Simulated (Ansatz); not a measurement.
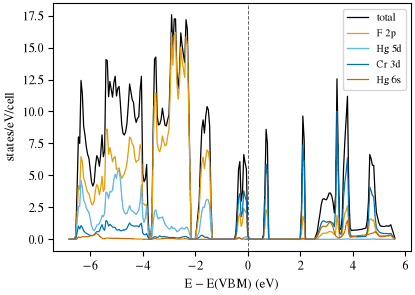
Figure: Total and projected density of states of CrHgF6 in space group R-3 (No. 148; F on 18f, Cr on 3a, Hg on 3b), the program Ansatz at the r²SCAN level (PAW)

Question: Which orbitals carry the states next to the gap?

Answer: Top 1 eV of the valence band: Cr 3d 58 %, F 2p 35 %. Bottom 1 eV of the conduction band: Cr 3d 68 %, F 2p 27 %. Projections are on Löwdin-orthogonalised atomic valence shells; empty p or d shells of many metals are not among them.

Question: Where is the tallest occupied peak in this window, and what makes it?

Answer: Near -2.9 eV, about 18 states/eV per cell; the largest projected share is F 2p.

The workflow started from an entry of the Crystallography Open Database (COD). Its standing as an ambient phase is unchecked. The r²SCAN relaxation kept the symmetry of its start; whether a distortion lowers the energy is not shown. The final state is ferromagnetic, the only order run, not a proven ground state. The cell computed holds one magnetic atom, so no antiferromagnetic order was within reach. Other orbital occupations within this spin state were not tried. No Hubbard U is applied. Scalar-relativistic: spin–orbit coupling is off unless named, which matters more the heavier the elements.

Potentials: the later of the program's two PAW sets.
